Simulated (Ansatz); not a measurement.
**Run report: BSiH7O, geometry relaxation (part 2 of 2)**

BSiH7O; RKS PBE-D4/def2-SVP (Ansatz 0.2.0). It belongs to a series of runs on one base structure; here: end point A relaxed.

Geometry of the input (Å):
```
B  -0.0339  -0.3458  0.1843
O  -0.0992  -0.9723  1.4168
H  -1.0210  -1.1187  1.7005
H  1.0807  -0.2151  -0.2854
H  -1.0436  -0.0439  -0.4349
Si 0.1457  2.6891  1.0148
H  0.8895  3.3881  2.1175
H  0.8747  2.8699  -0.2852
H  -1.2421  3.2572  0.9071
H  0.0614  1.2462  1.3372
```

Trajectory as extended XYZ, continued
```
10
Properties=species:S:1:pos:R:3:forces:R:3 step=9 energy=-10702.71955
B    -0.0629   -0.6856    0.1293   -0.0122  -0.0833  -0.1258
O    -0.1639   -1.4131    1.2676    0.0848  -0.0185   0.0957
H    -1.0756   -1.5087    1.5959   -0.0505   0.0312  -0.0471
H     1.0617   -0.5521   -0.3195   -0.0254   0.0407   0.0322
H    -1.0529   -0.2411   -0.4359    0.0068   0.0460   0.0466
Si    0.1827    3.0330    1.0840    0.0479  -0.0106   0.0028
H     0.9463    3.8933    2.0594   -0.0419  -0.0475  -0.0651
H     0.8731    3.0376   -0.2544   -0.0282  -0.0054   0.0720
H    -1.2148    3.5670    0.9312    0.0145  -0.0064   0.0036
H     0.1187    1.6243    1.6152    0.0042   0.0538  -0.0150
10
Properties=species:S:1:pos:R:3:forces:R:3 step=10 energy=-10702.72202
B    -0.0600   -0.6755    0.1237   -0.0243   0.0290  -0.0301
O    -0.1608   -1.3971    1.2671    0.0512  -0.0282   0.0296
H    -1.0752   -1.4876    1.5905   -0.0269   0.0221  -0.0368
H     1.0647   -0.5297   -0.3196   -0.0208  -0.0045   0.0072
H    -1.0503   -0.2164   -0.4318    0.0242  -0.0077   0.0304
Si    0.1796    3.0127    1.0854    0.0465  -0.0031   0.0102
H     0.9451    3.8903    2.0426   -0.0351  -0.0468  -0.0491
H     0.8689    2.9983   -0.2525   -0.0277  -0.0097   0.0551
H    -1.2172    3.5472    0.9283    0.0106  -0.0131  -0.0007
H     0.1174    1.6125    1.6390    0.0023   0.0619  -0.0159
10
Properties=species:S:1:pos:R:3:forces:R:3 step=11 energy=-10702.72419
B    -0.0546   -0.6431    0.1266   -0.0274   0.0448   0.0280
O    -0.1569   -1.3820    1.2603   -0.0006  -0.0088  -0.0234
H    -1.0760   -1.4689    1.5733    0.0073   0.0047  -0.0150
H     1.0689   -0.4881   -0.3139   -0.0035  -0.0175  -0.0066
H    -1.0455   -0.1701   -0.4162    0.0273  -0.0190   0.0163
Si    0.1756    2.9824    1.0844    0.0351  -0.0155   0.0207
H     0.9466    3.8822    2.0133   -0.0229  -0.0219  -0.0293
H     0.8598    2.9298   -0.2533   -0.0188  -0.0096   0.0298
H    -1.2212    3.5129    0.9193    0.0047  -0.0089  -0.0020
H     0.1156    1.5996    1.6790   -0.0011   0.0516  -0.0185
10
Properties=species:S:1:pos:R:3:forces:R:3 step=12 energy=-10702.72619
B    -0.0457   -0.5845    0.1293   -0.0259  -0.0023   0.0828
O    -0.1542   -1.3689    1.2340   -0.0546   0.0513  -0.1006
H    -1.0788   -1.4497    1.5341    0.0385  -0.0210   0.0162
H     1.0766   -0.4227   -0.3090    0.0131  -0.0183  -0.0114
H    -1.0346   -0.0810   -0.3894    0.0313  -0.0156   0.0127
Si    0.1711    2.9336    1.0910    0.0567  -0.0459   0.0256
H     0.9500    3.9020    1.9449   -0.0368  -0.0554  -0.0482
H     0.8394    2.7822   -0.2498   -0.0284   0.0013   0.0731
H    -1.2274    3.4505    0.9017   -0.0018  -0.0090   0.0009
H     0.1160    1.5932    1.7858    0.0077   0.1149  -0.0511
10
Properties=species:S:1:pos:R:3:forces:R:3 step=13 energy=-10702.72750
B    -0.0460   -0.5817    0.1297   -0.0204  -0.0175   0.0425
O    -0.1581   -1.3833    1.2207   -0.0364   0.0538  -0.0691
H    -1.0816   -1.4621    1.5239    0.0244  -0.0235   0.0119
H     1.0767   -0.4216   -0.3090    0.0078  -0.0125  -0.0029
H    -1.0325   -0.0678   -0.3828    0.0272  -0.0016   0.0191
Si    0.1693    2.9371    1.0925    0.0726  -0.0494   0.0382
H     0.9522    3.9175    1.9270   -0.0426  -0.0299  -0.0387
H     0.8408    2.7609   -0.2425   -0.0365   0.0052   0.0480
H    -1.2326    3.4435    0.8996    0.0072  -0.0028  -0.0049
H     0.1240    1.6122    1.8136   -0.0034   0.0782  -0.0442
10
Properties=species:S:1:pos:R:3:forces:R:3 step=14 energy=-10702.72766
B    -0.0341   -0.5532    0.1532   -0.0078  -0.0231   0.0195
O    -0.1842   -1.4231    1.1838   -0.0032  -0.0711  -0.0896
H    -1.1092   -1.5107    1.4777    0.0014   0.0814   0.0459
H     1.0892   -0.4579   -0.3050   -0.0023   0.0466   0.0289
H    -0.9841    0.0760   -0.2941    0.0030  -0.0344  -0.0101
Si    0.1675    2.9240    1.0870   -0.0126   0.0139  -0.0118
H     0.9309    3.9520    1.8712    0.0127   0.0268   0.0162
H     0.8217    2.7219   -0.2484    0.0032  -0.0136  -0.0037
H    -1.2470    3.3941    0.8928    0.0010  -0.0151   0.0011
H     0.1616    1.6316    1.8546    0.0047  -0.0113   0.0036
10
Properties=species:S:1:pos:R:3:forces:R:3 step=15 energy=-10702.73073
B    -0.0425   -0.5612    0.1372    0.0572  -0.0773   0.0934
O    -0.1829   -1.4285    1.1730   -0.0087   0.0347  -0.0632
H    -1.1027   -1.4927    1.4898    0.0097   0.0141  -0.0056
H     1.0831   -0.4389   -0.3077   -0.0037   0.0030  -0.0026
H    -0.9989    0.0430   -0.3198   -0.0575   0.0287  -0.0216
Si    0.1742    2.9279    1.0969   -0.0282  -0.0015  -0.0145
H     0.9290    3.9737    1.8685    0.0040   0.0016  -0.0014
H     0.8292    2.7014   -0.2344    0.0149   0.0010   0.0036
H    -1.2424    3.3851    0.8879    0.0014  -0.0030   0.0053
H     0.1661    1.6450    1.8814    0.0109  -0.0012   0.0067
10
Properties=species:S:1:pos:R:3:forces:R:3 step=16 energy=-10702.73089
B    -0.0426   -0.5576    0.1392    0.0501  -0.0757   0.0787
O    -0.1838   -1.4272    1.1726   -0.0087   0.0322  -0.0536
H    -1.1035   -1.4906    1.4897    0.0099   0.0122  -0.0059
H     1.0828   -0.4356   -0.3064   -0.0027   0.0043  -0.0010
H    -0.9992    0.0474   -0.3171   -0.0517   0.0292  -0.0183
Si    0.1746    2.9250    1.0957   -0.0253  -0.0006  -0.0143
H     0.9262    3.9725    1.8681    0.0035   0.0022  -0.0010
H     0.8315    2.7007   -0.2350    0.0141   0.0008   0.0033
H    -1.2431    3.3782    0.8860    0.0001  -0.0024   0.0048
H     0.1696    1.6420    1.8799    0.0109  -0.0021   0.0072
10
Properties=species:S:1:pos:R:3:forces:R:3 step=17 energy=-10702.72884 accepted=F
B    -0.0487   -0.4939    0.1662   -0.1395   0.0692   0.1168
O    -0.2237   -1.4439    1.1243   -0.0165   0.1431  -0.1450
H    -1.1392   -1.4748    1.4583    0.0048  -0.0128  -0.0172
H     1.0792   -0.3817   -0.2769   -0.0294  -0.0319  -0.0317
H    -0.9843    0.2156   -0.2190    0.1698  -0.1891   0.0677
Si    0.1825    2.8687    1.0768   -0.0047   0.0198   0.0861
H     0.8500    4.0080    1.8075   -0.0669  -0.0520  -0.0457
H     0.8796    2.6392   -0.2319   -0.0107   0.0101  -0.0126
H    -1.2723    3.1920    0.8420    0.1069  -0.0196   0.0191
H     0.2891    1.6255    1.9254   -0.0139   0.0633  -0.0376
10
Properties=species:S:1:pos:R:3:forces:R:3 step=18 energy=-10702.73256
B    -0.0482   -0.5331    0.1522   -0.0259  -0.0344   0.0035
O    -0.2058   -1.4394    1.1502   -0.0117   0.0440  -0.0215
H    -1.1242   -1.4850    1.4743    0.0094  -0.0054  -0.0087
H     1.0764   -0.4207   -0.2978   -0.0033   0.0032   0.0020
H    -0.9974    0.1109   -0.2780    0.0273  -0.0094   0.0238
Si    0.1830    2.9049    1.0892   -0.0099   0.0163   0.0246
H     0.8805    4.0052    1.8433   -0.0170  -0.0209  -0.0160
H     0.8631    2.6859   -0.2307    0.0005   0.0014   0.0008
H    -1.2552    3.2858    0.8660    0.0269  -0.0144   0.0024
H     0.2402    1.6402    1.9041    0.0036   0.0195  -0.0110
10
Properties=species:S:1:pos:R:3:forces:R:3 step=19 energy=-10702.73304
B    -0.0550   -0.5127    0.1630   -0.0742   0.0223   0.0024
O    -0.2280   -1.4462    1.1333   -0.0218   0.0526  -0.0352
H    -1.1459   -1.4779    1.4607    0.0129  -0.0130  -0.0041
H     1.0694   -0.4096   -0.2895   -0.0072  -0.0053  -0.0051
H    -0.9938    0.1716   -0.2378    0.0856  -0.0652   0.0388
Si    0.1932    2.8869    1.0832   -0.0265   0.0267   0.0475
H     0.8331    4.0331    1.8254   -0.0408  -0.0560  -0.0356
H     0.8928    2.6827   -0.2290   -0.0044   0.0054   0.0019
H    -1.2640    3.1907    0.8467    0.0764  -0.0158   0.0128
H     0.3105    1.6361    1.9167    0.0000   0.0482  -0.0234
10
Properties=species:S:1:pos:R:3:forces:R:3 step=20 energy=-10702.73378
B    -0.0574   -0.5204    0.1616   -0.0514  -0.0081  -0.0055
O    -0.2313   -1.4516    1.1335   -0.0139   0.0461  -0.0281
H    -1.1498   -1.4841    1.4588    0.0097  -0.0098  -0.0002
H     1.0665   -0.4202   -0.2927   -0.0017   0.0005   0.0030
H    -0.9950    0.1601   -0.2419    0.0542  -0.0324   0.0297
Si    0.1959    2.8947    1.0848   -0.0167   0.0189   0.0359
H     0.8276    4.0425    1.8278   -0.0242  -0.0306  -0.0241
H     0.8965    2.6959   -0.2278   -0.0046   0.0024   0.0024
H    -1.2613    3.1913    0.8497    0.0492  -0.0132   0.0057
H     0.3207    1.6466    1.9189   -0.0006   0.0263  -0.0188
10
Properties=species:S:1:pos:R:3:forces:R:3 step=21 energy=-10702.73457
B    -0.0656   -0.5289    0.1594    0.0057  -0.0069   0.0246
O    -0.2456   -1.4580    1.1313   -0.0079   0.0162  -0.0173
H    -1.1645   -1.4843    1.4558    0.0057  -0.0106   0.0043
H     1.0588   -0.4333   -0.2938    0.0021  -0.0086  -0.0029
H    -0.9959    0.1587   -0.2374   -0.0059   0.0098  -0.0082
Si    0.2051    2.9004    1.0870   -0.0033   0.0052  -0.0049
H     0.7976    4.0665    1.8291   -0.0043  -0.0065  -0.0011
H     0.9141    2.7247   -0.2249   -0.0067   0.0006   0.0063
H    -1.2576    3.1527    0.8483    0.0128  -0.0059   0.0005
H     0.3658    1.6562    1.9178    0.0019   0.0068  -0.0011
10
Properties=species:S:1:pos:R:3:forces:R:3 step=22 energy=-10702.73451 accepted=F
B    -0.0729   -0.5201    0.1726   -0.0001  -0.0906  -0.0420
O    -0.2712   -1.4731    1.1176   -0.0002   0.0404  -0.0020
H    -1.1904   -1.4897    1.4417    0.0034  -0.0101   0.0094
H     1.0498   -0.4443   -0.2889    0.0087   0.0178   0.0244
H    -0.9916    0.1886   -0.2114   -0.0099   0.0420   0.0107
Si    0.2177    2.8994    1.0842   -0.0200   0.0050  -0.0071
H     0.7507    4.0985    1.8215   -0.0104  -0.0242  -0.0095
H     0.9375    2.7511   -0.2257   -0.0102   0.0032   0.0126
H    -1.2566    3.0770    0.8402    0.0408  -0.0029   0.0095
H     0.4392    1.6673    1.9209   -0.0022   0.0194  -0.0060
10
Properties=species:S:1:pos:R:3:forces:R:3 step=23 energy=-10702.73490
B    -0.0691   -0.5279    0.1632    0.0074  -0.0057   0.0181
O    -0.2586   -1.4656    1.1248   -0.0087   0.0132  -0.0194
H    -1.1777   -1.4870    1.4488    0.0033  -0.0069   0.0079
H     1.0559   -0.4417   -0.2909    0.0007  -0.0042  -0.0008
H    -0.9915    0.1756   -0.2249   -0.0024   0.0038  -0.0053
Si    0.2108    2.9007    1.0852   -0.0056  -0.0002   0.0062
H     0.7752    4.0818    1.8256   -0.0029  -0.0024  -0.0068
H     0.9228    2.7372   -0.2264   -0.0024   0.0014   0.0044
H    -1.2574    3.1171    0.8459    0.0108  -0.0031   0.0018
H     0.4019    1.6643    1.9214   -0.0004   0.0041  -0.0061
10
Properties=species:S:1:pos:R:3:forces:R:3 step=24 energy=-10702.73505
B    -0.0729   -0.5261    0.1700    0.0022  -0.0205   0.0020
O    -0.2813   -1.4799    1.1119   -0.0077   0.0278  -0.0147
H    -1.1998   -1.4885    1.4383    0.0022  -0.0073   0.0026
H     1.0535   -0.4560   -0.2838   -0.0028   0.0024   0.0034
H    -0.9811    0.2031   -0.2056    0.0075  -0.0027   0.0064
Si    0.2186    2.9006    1.0840   -0.0105   0.0014   0.0087
H     0.7407    4.1071    1.8158   -0.0058  -0.0158  -0.0053
H     0.9339    2.7585   -0.2281   -0.0033  -0.0011  -0.0001
H    -1.2575    3.0620    0.8467    0.0217  -0.0025   0.0059
H     0.4584    1.6740    1.9237   -0.0036   0.0183  -0.0089
```

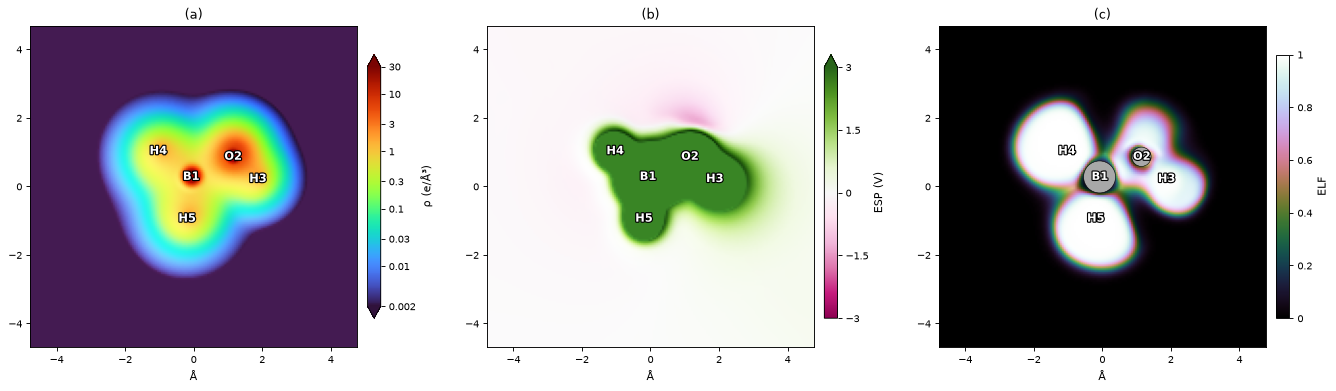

Fig. 1: (a) total electron density; (b) electrostatic potential; (c) ELF on the plane of atoms H4, B1 and H5. Grey discs, where drawn, cover atomic cores. The section cuts through B, O and H sites. B–O (1.36 Å): ρ at the midpoint is about 2.1 e/Å³; the ELF peaks at about 0.90 between the atoms, which marks a shared but strongly polarised pair. O–H (0.97 Å): ρ at the midpoint is about 3.6 e/Å³, with its minimum of 2.3 e/Å³ about 0.8 Å from O; the ELF climbs to about 1 towards the hydrogen, as it does in any bond to H; a covalent bond by its length. B–H (1.22 Å): ρ at the midpoint is about 1.2 e/Å³; the ELF climbs to about 1 towards the hydrogen (a covalent bond by its length).

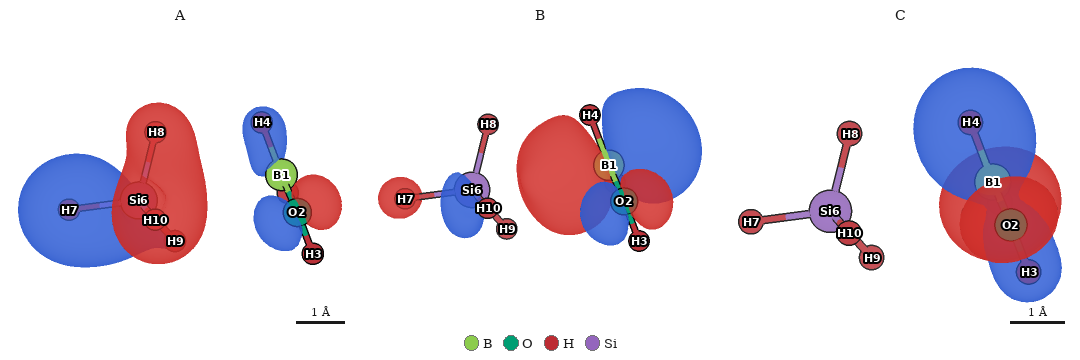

Fig. 2: Three frontier orbitals at ±0.1 Å⁻³ᐟ² (blue and red are the two phases). A is the HOMO−1 (−8.33 eV). By Hirshfeld shares it lies mainly on Si6 (40 %), H7 (30 %) and H10 (15 %). C is the HOMO (−7.21 eV). It lies mainly on B1 (30 %), O2 (25 %), H5 (20 %) and H4 (20 %). B is the LUMO (−1.33 eV). It lies mainly on B1 (55 %) and O2 (15 %). The HOMO–LUMO gap is 5.88 eV between the orbital energies.
